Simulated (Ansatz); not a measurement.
```xyz
14

C    -1.7030    1.1908   -0.3061
Ga    0.1604    0.7092    0.1084
C     0.9888    0.2677    1.8388
F     1.3347    1.4011   -1.0660
P     0.4009   -1.5927   -1.1909
H    -1.9354    2.1730    0.1130
H    -1.8582    1.2430   -1.3851
H    -2.4099    0.4733    0.1169
H     2.0136   -0.0806    1.6985
H     0.4258   -0.5011    2.3730
H     1.0216    1.1570    2.4732
H     0.9724   -2.7448   -0.6078
H     1.2571   -1.4904   -2.3051
H    -0.6816   -2.2345   -1.8318
```

Geometry: PBE0-D4/def2-TZVP.

All numbers below come from RKS PBE0-D4/def2-TZVPP in Ansatz 0.2.0.

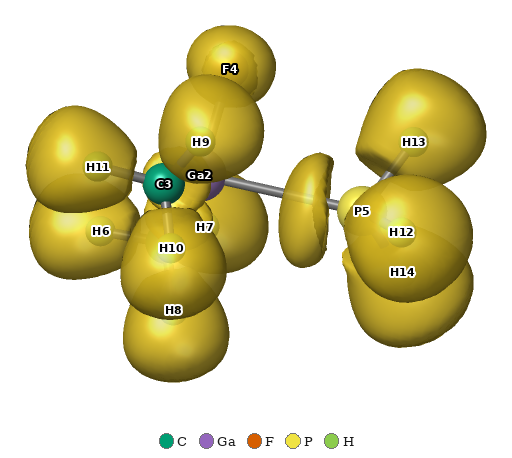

C2H9FGaP (SMILES [CH3][Ga-]([CH3])([F])[PH3+]). Isosurface of the electron localisation function at 0.8 (yellow), seen from one side. Only the valence region is drawn (cores and ρ < 0.01 e/Å³ removed).

> Describe the localisation domains.

The surface consists of nine regions around hydrogen nuclei, two lobes of the valence shell of C pointing towards Ga (polar bonds), one lobe of the valence shell of P pointing towards Ga (polar bonds) and one region wrapped around F (its valence shell). Along the contacts the grid gives the following. Ga–F (1.80 Å): the ELF peaks at about 0.80 in the valence shell of F, 0.5 Å from its nucleus, and is about 0.15 at the midpoint. C–Ga (1.97 Å): the ELF peaks at about 0.90 in the valence shell of C, 0.7 Å from its nucleus, and is about 0.55 at the midpoint.
